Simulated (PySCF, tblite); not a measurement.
# C7H2F2N radical: geometry, infrared bands and EPR parameters

Wanted: the infrared bands and EPR parameters of C7H2F2N radical (`[H]/[C]=C1\C(C#N)=CC(F)=C1F`), by calculation.

Computed with tblite 0.8.0 and PySCF 2.14.0, with density-fitted response routines of our own, on a single molecule in the gas phase. Atoms count from 0, in the outputs and in this text.

## Step 1: The molecule as given

12 atoms, charge 0, multiplicity 2; geometry from: force field or distance geometry start.

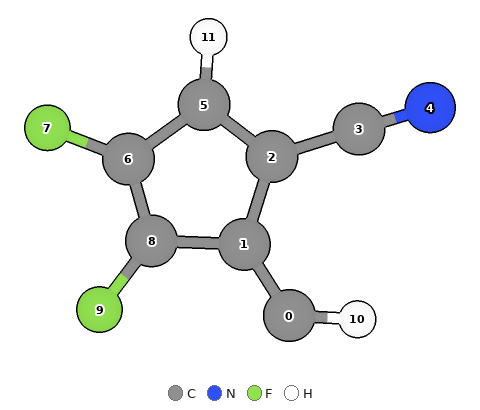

As it starts; carbon grey, nitrogen blue, fluorine green, hydrogen white, atoms numbered; sticks join atoms by distance.

## Step 2: Optimising the geometry with GFN2-xTB

The job: settings as JSON, then the geometry in Å.

```
{"job": {"kind": "relax", "xc": "GFN2-xTB", "basis": "xTB"}, "charge": 0, "multiplicity": 2}
C      0.181600     0.822200     2.032600
C      0.212100     0.453400     0.760700
C     -0.590000    -0.518000     0.048600
C     -1.673700    -1.266500     0.626500
N     -2.524100    -1.899500     1.117200
C     -0.204200    -0.581000    -1.238500
C      0.910700     0.357100    -1.393900
F      1.569000     0.546000    -2.579600
C      1.167200     0.956100    -0.228800
F      2.116600     1.889400     0.017300
H     -0.509400     0.463000     2.771200
H     -0.654600    -1.222900    -1.959200
```

Command:

```sh
> OMP_NUM_THREADS=1 python probes_run.py task.json out
```

The driver reads the jobs from task.json and runs them one after another.

**Question.** This job is followed by: GFN2-xTB harmonic vibrations, gas phase; UKS B3LYP, pcH-1 on C F H N, non-relativistic, mean-field spin-orbit, GIAO. Predict these results of the whole session: strongest single infrared mode (GFN2-xTB); zero-point energy (GFN2-xTB); g(iso) (B3LYP); ⟨S²⟩; largest a(iso); surface potential, least and greatest.

**Answer**, as computed:

| quantity | value |
| --- | --- |
| strongest single infrared mode (GFN2-xTB) | 2348 cm⁻¹, 195 km/mol |
| zero-point energy (GFN2-xTB) | 40.7 kcal/mol |
| g(iso) (B3LYP) | 2.00219 |
| ⟨S²⟩ | 0.765 (exact 0.75) |
| largest a(iso) | 13C on C0, 299.5 MHz |
| surface potential, least and greatest | -1.59 V and 1.81 V |

What this shows: Relaxing lowered the energy by 0.265 eV in 36 steps; the close pair that moved most is C1–C2, from 1.447 to 1.504 Å. All 30 modes are real, so the xTB geometry is a minimum. The strongest single mode, at 2348 cm⁻¹, moves mainly C3 and N4. Unscaled tight-binding wavenumbers are off by several per cent, some by more. Its intensities can rank the bands wrongly. Most of the unpaired spin sits on C0 (1.08 e). The isotropic g lies 0.1 ppt below the free-electron value.
